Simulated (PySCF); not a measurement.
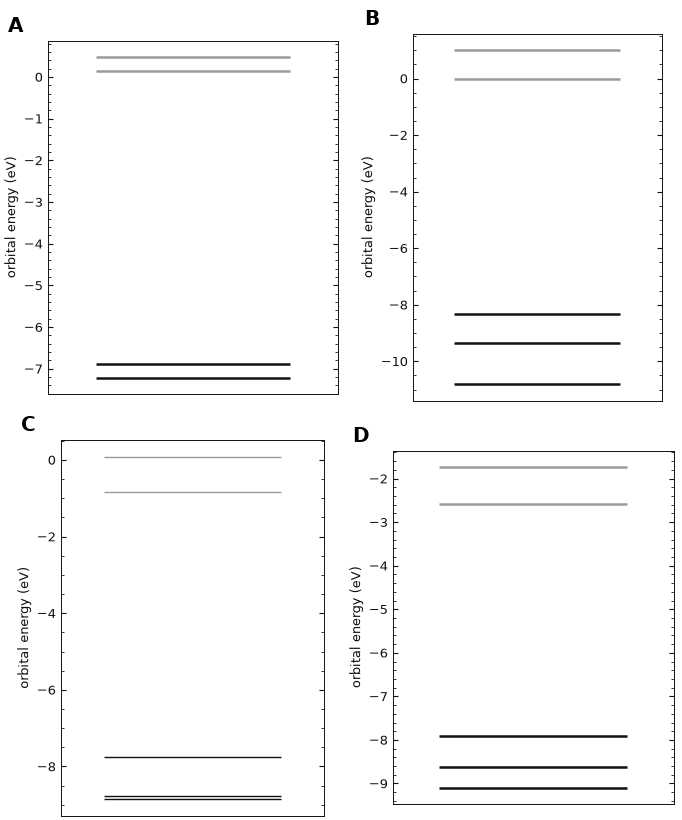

Kohn-Sham orbital energies near the frontier, PBE0/def2-TZVPD in PySCF 2.14.0, at a PBE0-D3(BJ)/def2-SVP geometry (no frequency check), isolated molecule; empty levels in grey, levels within 0.03 eV side by side.

### Pair each panel with its molecule.
1. C₃H₅GeNO, SMILES [GeH3][c]1ccno1, singlet
2. CH₅BFN, SMILES CB(N)F
3. C₂H₃BN₂Se, SMILES N#C[BH2-][N+]#C[SeH]
4. C₄H₈Ge, SMILES CC#C[CH2][GeH3], singlet

A: 4 (HOMO −6.87 eV, LUMO 0.13 eV)
B: 2 (HOMO −8.31 eV, LUMO −0.02 eV)
C: 1 (HOMO −7.74 eV, LUMO −0.83 eV)
D: 3 (HOMO −7.92 eV, LUMO −2.59 eV)

Caveats, for all or some of the runs: empty levels above zero depend strongly on the basis; spin-orbit coupling is left out, and with Se it can shift these levels and split any degenerate set.
